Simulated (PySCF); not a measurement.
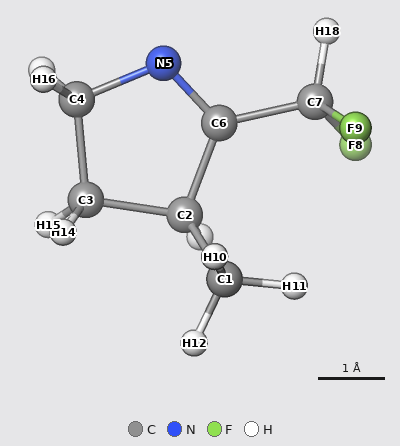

Fig. 1: The structure as given in the input (ball-and-stick view, seen at a tilt; atoms are numbered from 1 in the order of the input). Bond lengths as drawn: C–C 1.50 to 1.55 Å, C–F 1.36 Å, C–H 1.09 to 1.10 Å and C–N 1.26 to 1.44 Å.

C₆H₉F₂N: NMR shielding calculation

- system: C₆H₉F₂N
- method: GIAO PBE0/pcSseg-1 NMR shielding, non-relativistic, gas phase (PySCF 2.14.0)

The geometry comes from this level: GFN2-xTB. Figures and captions count atoms from 1; the log counts them from 0 in places.

**What the program printed**
```
coarse grid: 15336 points
cycle   1  E = -487.7370021595  dE =  1.295e+00  |g| = 7.341e-01  |ddm| = 3.779e+00
cycle   2  E = -487.6368091595  dE =  1.002e-01  |g| = 1.084e+00  |ddm| = 1.117e+00
cycle   3  E = -487.8338889006  dE = -1.971e-01  |g| = 1.176e-01  |ddm| = 6.885e-01
cycle   4  E = -487.8359556688  dE = -2.067e-03  |g| = 7.055e-02  |ddm| = 1.387e-01
cycle   5  E = -487.8370014308  dE = -1.046e-03  |g| = 1.461e-02  |ddm| = 6.898e-02
cycle   6  E = -487.8370415326  dE = -4.010e-05  |g| = 4.177e-03  |ddm| = 1.505e-02
cycle   7  E = -487.8370451424  dE = -3.610e-06  |g| = 5.058e-04  |ddm| = 3.711e-03
final grid: 149800 points
cycle   8  E = -487.9029307785  dE = -5.172e-05  |g| = 9.328e-03  |ddm| = 3.382e-02
cycle   9  E = -487.9029223069  dE =  8.472e-06  |g| = 1.169e-02  |ddm| = 1.792e-02
cycle  10  E = -487.9029512258  dE = -2.892e-05  |g| = 9.929e-04  |ddm| = 9.574e-03
cycle  11  E = -487.9029513787  dE = -1.529e-07  |g| = 2.657e-04  |ddm| = 8.638e-04
cycle  12  E = -487.9029513887  dE = -9.985e-09  |g| = 1.009e-04  |ddm| = 2.735e-04
cycle  13  E = -487.9029513906  dE = -1.902e-09  |g| = 4.139e-05  |ddm| = 1.138e-04
cycle  14  E = -487.9029513909  dE = -3.375e-10  |g| = 1.094e-05  |ddm| = 3.765e-05
```

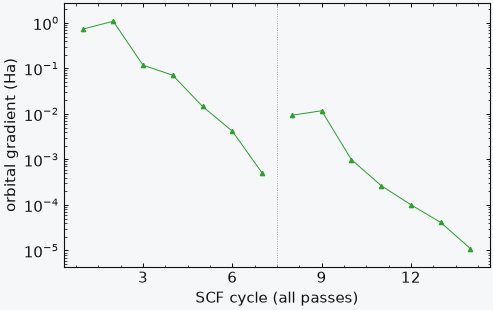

Fig. 2: Convergence of the self-consistent field: orbital gradient against the SCF cycle. The dotted line marks the change from a coarse to the final integration grid. The first 7 cycles use a coarse grid, the final grid takes over at cycle 8, and the field converges after 14 cycles in all.

```
converged SCF energy = -487.9029513909

GIAO shielding tensors (ppm)
atom      isotropic    diamagn.    paramagn.     s11        s22        s33       span
  0 C      165.352     247.659     -82.306    151.164    162.895    181.998     30.834
  1 C      141.826     248.226    -106.399    114.021    145.939    165.520     51.499
  2 C      153.503     250.844     -97.342    120.229    160.040    180.239     60.010
  3 C      122.201     247.985    -125.784     82.350    119.742    164.511     82.161
  4 N     -126.439     329.479    -455.918   -472.754   -109.291    202.728    675.482
  5 C        7.870     262.258    -254.388    -95.068     27.668     91.010    186.077
  6 C       66.639     234.598    -167.959     53.522     70.163     76.233     22.711
  7 F      315.491     473.508    -158.017    210.134    343.380    392.958    182.824
  8 F      300.670     473.232    -172.561    193.945    324.985    383.081    189.137
  9 H       30.803      31.103      -0.299     28.159     28.507     35.745      7.586
 10 H       29.815      30.182      -0.367     24.678     29.263     35.503     10.826
 11 H       30.378      29.846       0.532     25.700     28.294     37.138     11.438
 12 H       28.439      32.298      -3.859     24.622     27.816     32.880      8.258
 13 H       30.240      31.893      -1.653     25.462     29.860     35.398      9.936
 14 H       29.383      31.074      -1.690     24.964     27.718     35.468     10.504
 15 H       27.335      29.503      -2.169     23.450     26.289     32.264      8.814
 16 H       27.482      29.373      -1.892     23.388     26.448     32.609      9.221
 17 H       25.055      26.446      -1.390     22.869     23.648     28.650      5.781
```

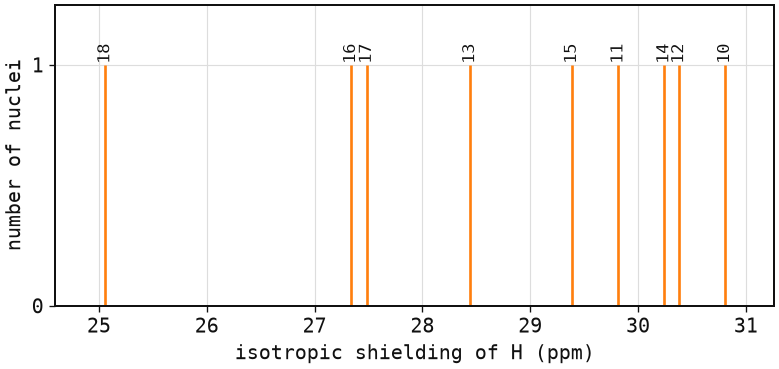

Fig. 3: Isotropic shieldings of the hydrogen nuclei in this fixed geometry, labelled by atom number; shielding grows to the right, so chemical shift grows to the left. The least shielded is H18 (25.1 ppm), the most shielded H10 (30.8 ppm).

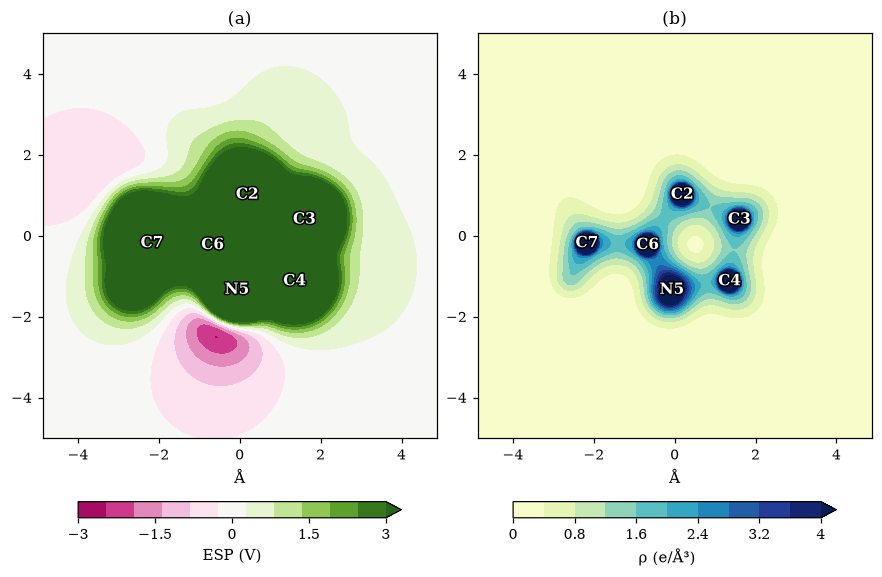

Fig. 4: (a) molecular electrostatic potential; (b) total electron density on the plane of atoms C2, C6 and C7. Atoms in the plane: C and N. C–N (1.26 Å): ρ at the midpoint is about 2.9 e/Å³. C–C (1.50 Å): ρ is about 1.8 e/Å³ halfway. C–N (1.44 Å): ρ at the midpoint is about 2 e/Å³. C–C (1.54 Å): ρ at the midpoint is about 1.6 e/Å³.

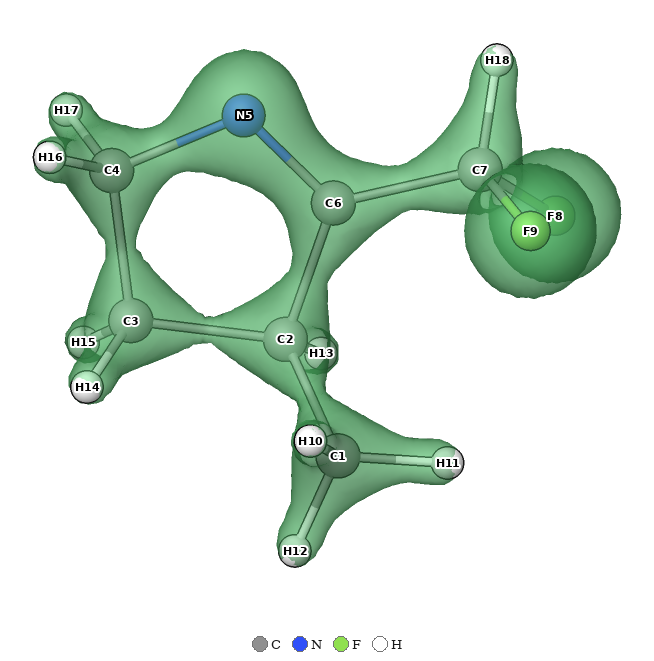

Fig. 5: Isosurface of the total electron density at 1.5 e/Å³ (green), seen face on. At this value the surface is in one piece. On the grid the lowest density along these lines, outside the cores, is 2.7 e/Å³ (C–N, 1.26 Å), 1.8 e/Å³ (C–F, 1.36 Å), 1.8 e/Å³ (C–C, 1.50 Å) and 1.9 e/Å³ (C–H, 1.09 Å).

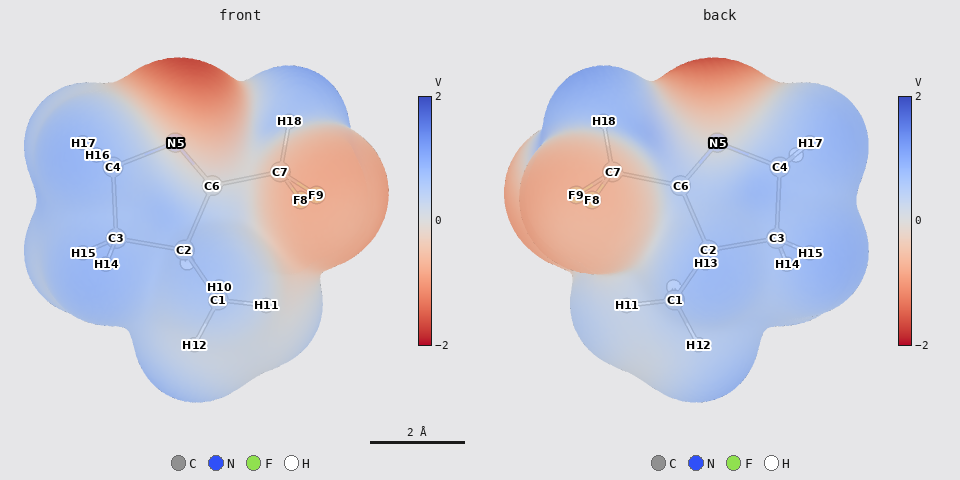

Fig. 6: The electrostatic potential painted on the density surface at 0.002 e/bohr³, seen at a tilt and from behind; red is negative and blue positive. A positive charge is drawn to the negative regions and a negative charge to the positive ones. Its dipole moment is 2.37 D.

This output came from the following input.

**Input file**
```
{"job": {"kind": "nmr", "xc": "PBE0", "basis": "pcSseg-1"}, "charge": 0, "multiplicity": 1}
C     -0.711011    -1.677589    -0.126159
C     -0.280977    -0.296217    -0.613192
C     -1.364929     0.788335    -0.465768
C     -0.671094     1.916637     0.334818
N      0.634783     1.439152     0.705212
C      0.833887     0.293346     0.218163
C      2.133256    -0.417737     0.457490
F      2.595628    -0.980124    -0.688023
F      1.979928    -1.439510     1.338192
H     -0.994420    -1.640684     0.923817
H      0.099268    -2.393423    -0.239776
H     -1.560829    -2.026251    -0.708477
H      0.066979    -0.380564    -1.648843
H     -2.219185     0.397844     0.085446
H     -1.714931     1.146961    -1.431236
H     -1.206512     2.189472     1.246243
H     -0.533848     2.828156    -0.251666
H      2.905246     0.258513     0.852102
```

The first line tells a small driver script what to run in PySCF; the rest is the geometry in Å.

Launched with:
```bash
OMP_NUM_THREADS=1 python <driver script> task.json out
```

**Key numbers**

- outcome: converged
- total energy: −487.902951 hartree
- HOMO: −7.80 eV
- LUMO: −0.55 eV
- dipole moment: 2.37 D
- isotropic shielding, C: 7.9 to 165.4 ppm
- isotropic shielding, N: −126.4 ppm
- isotropic shielding, F: 300.7 to 315.5 ppm
- isotropic shielding, H: 25.1 to 30.8 ppm
- hardware: 1 CPU thread, shared host
- wall time: 43 s
- peak memory: 0.87 GiB
